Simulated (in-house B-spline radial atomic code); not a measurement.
# Au⁴³⁺: RPA response and pair energies

How easily is Au⁴³⁺ polarised, which shells carry the response, and how large is its correlation energy at second order?

Method: Dirac-Hartree-Fock, relativistic RPA and second-order many-body perturbation theory, no-pair Dirac-Coulomb, B-spline basis. Code: an in-house B-spline radial atomic code, version 1.

## Step 1: The system

```
element       : gold (Z = 79)
charge        : +43
closed shells : [Ar] 3d10 4s2 4p6
nucleus       : mass number 197, rms radius 5.437 fm
```

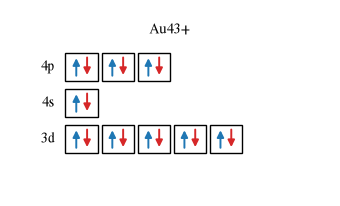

Occupation of the outer shells (arrows by Hund's rule).

## Step 2: The run

Settings:

```ini
basis_form = 2
Z = 79
core_configuration = [Ar] 3d10 4s2 4p6
rms_radius = 5.4371
mass_number = 197
speed_of_light = 137.035999084
box_radius = 2.18
lmax = 7
intervals = 56
virtual_cutoff = 156025.0
```

On the command line:

```
$ python run_mb.py task.json out
```

The settings stand in task.json.

After this run come: Dipole response; The quadrupole and octupole field; Correlation by partial wave and pair.

Before running it: what results should come out? Wanted: dipole polarisability; without coupling; quadrupole polarisability; C6 of a like pair; dipole shielding; first dipole root; second-order energy, extrapolated.

**Answer**, as computed:

| quantity | value |
| --- | --- |
| dipole polarisability | 0.03457 bohr³ |
| without coupling | 0.03848 bohr³ |
| quadrupole polarisability | 0.003595 bohr⁵ |
| C6 of a like pair | 0.01030 hartree bohr⁶ |
| dipole shielding | 0.456 |
| first dipole root | 172.4 eV |
| second-order energy, extrapolated | -2.3142 hartree (-1.75 eV an electron) |

What this shows: The 4p3/2 subshell carries 75 % of the dipole polarisability of 0.0346 bohr³. Against the uncoupled value, letting the induced field act back on the electrons lowers it by 10 %. The dipole shielding factor is near N/Z = 0.456, as the balance of forces on the electrons requires. The largest pair energy is 3d5/2–3d3/2, 10 % of the second-order sum; the tail beyond the last partial wave adds 2.2 %.
